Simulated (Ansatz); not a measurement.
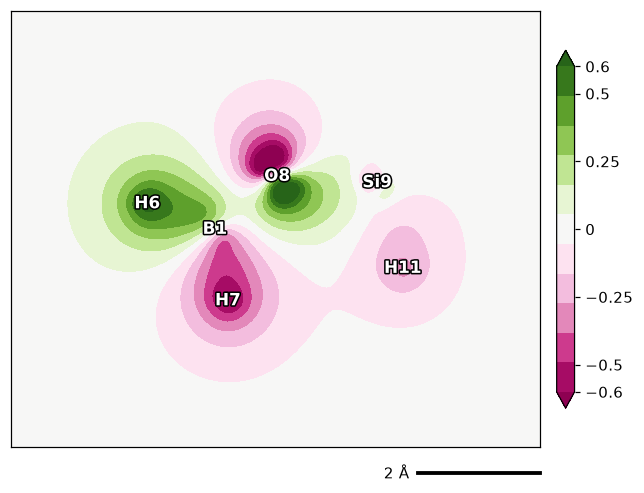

The picture shows: BH5OSi···CH4. The HOMO on the plane of atoms O8, Si9 and H11 (values in Å⁻³ᐟ²; the overall sign is arbitrary).

Level of theory: Ansatz, RHF/6-31G*.

```
atom    x (Å)    y (Å)    z (Å)
   B  -0.0064  -0.3583  -1.0625
   C   0.0870  -0.1334   3.0222
   H  -0.8773  -0.6057   3.1718
   H   0.5347   0.0845   3.9847
   H  -0.0441   0.7894   2.4690
   H   0.9862   0.2790  -1.2276
   H  -1.0637   0.1787  -0.9077
   O   0.0812  -1.6990  -1.0555
  Si  -0.9761  -2.9555  -0.8784
   H  -0.5199  -3.8001   0.2357
   H  -2.3307  -2.4461  -0.5978
   H  -0.9886  -3.7426  -2.1213
   H   0.7360  -0.8007   2.4662
```

Question: Where does this orbital lie, and at what energy?

Answer: Its weight (Hirshfeld) is mainly on O8 (about 25 %), B1 (about 25 %), H7 (about 20 %) and H6 (about 20 %). Its energy is −12.00 eV.
